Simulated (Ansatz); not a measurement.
F$_{3}$H$_{2}$NSi···HF

Input file:

```
crystal:
  periodic: [false, false, false]
  atoms:
    - {symbol: Si, position_ang: [-0.738944, 0.815832, 0.124405]}
    - {symbol: F, position_ang: [0.507038, -2.497852, -0.879567]}
    - {symbol: F, position_ang: [-1.152715, 0.951285, -1.381011]}
    - {symbol: F, position_ang: [-1.810897, 0.001533, 0.926672]}
    - {symbol: F, position_ang: [-0.703543, 2.266852, 0.731827]}
    - {symbol: H, position_ang: [0.561750, -1.632265, -0.509334]}
    - {symbol: N, position_ang: [0.745758, -0.015823, 0.205407]}
    - {symbol: H, position_ang: [1.085818, -0.247821, 1.129964]}
    - {symbol: H, position_ang: [1.505736, 0.358258, -0.348465]}
basis:
  gaussian: {orbitals: def2-TZVPP}
hamiltonian: {xc: pbe0, dispersion: d4}
output: {orbitals: {seedname: orbitals}}
```

Run with:

```sh
ansatz run in.yaml --threads 8 --pin off --events-out ev --progress --plain --max-ram 19148MiB
```

The product side of a reaction path; geometry: PBE0-D4/def2-TZVP.

These are results of RKS PBE0-D4/def2-TZVPP in Ansatz 0.2.0, not measurements.

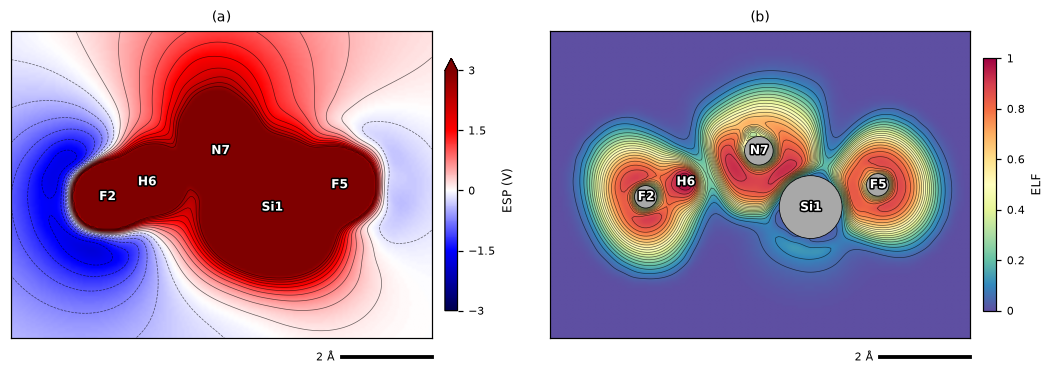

Figure 1. (a) electrostatic potential; (b) electron localisation function on the plane of atoms F5, Si1 and N7. Grey discs cover the atomic cores in the ELF map.

Read the bonding off the picture.

Atoms in the plane: Si, F, H and N.
N7···H6 (1.78 Å): the ELF dips to about 0.25 between them (a closed-shell contact with the geometry of a hydrogen bond).
Si–F (1.57 Å): the ELF peaks at about 0.85 in the valence shell of F, 0.6 Å from its nucleus, and is about 0.45 at the midpoint.
Si–N (1.70 Å): the ELF peaks at about 0.90 between the atoms; a shared but strongly polarised pair.
F–H (0.94 Å): the ELF climbs to about 1 towards the hydrogen, as it does in any bond to H (an ordinary covalent bond to hydrogen).
The ELF also peaks beside F2 and F5, away from the bonds: lone-pair regions.
Outside the dense part of the complex the potential is most negative (−1.8 V) near F2.

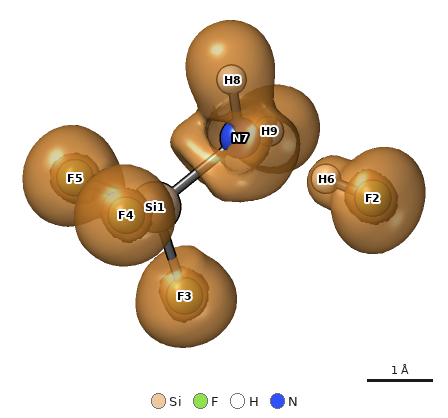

Figure 2. Isosurface of the ELF at 0.75 (orange), seen at a tilt. Only the valence region is drawn (cores and ρ < 0.01 e/Å³ removed).

Where are the electrons localised?

The surface consists of three regions wrapped around F (its lone pairs, merged into a ring or cap), one joined region spread over several atoms (F, H), in which their bonds and any lone pairs are merged and one joined region spread over several atoms (H, N), in which their bonds and any lone pairs are merged.

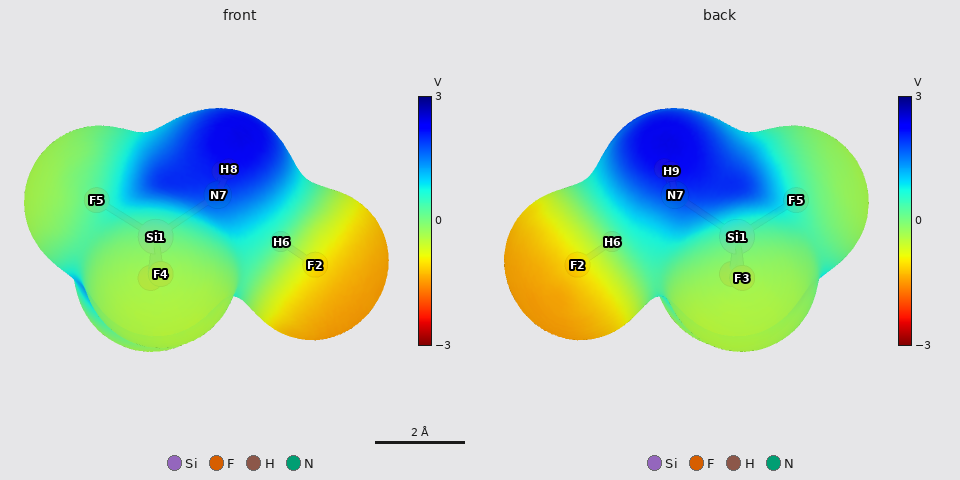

Figure 3. The molecular electrostatic potential painted on the density surface at 0.001 e/bohr³, seen from the front and from behind; the colour scale runs from red (negative) to blue (positive).

Describe the electrostatic potential map.

The most negative region (about −1.5 V) lies over F2, the most positive (about +2.4 V) over H8 and H9.
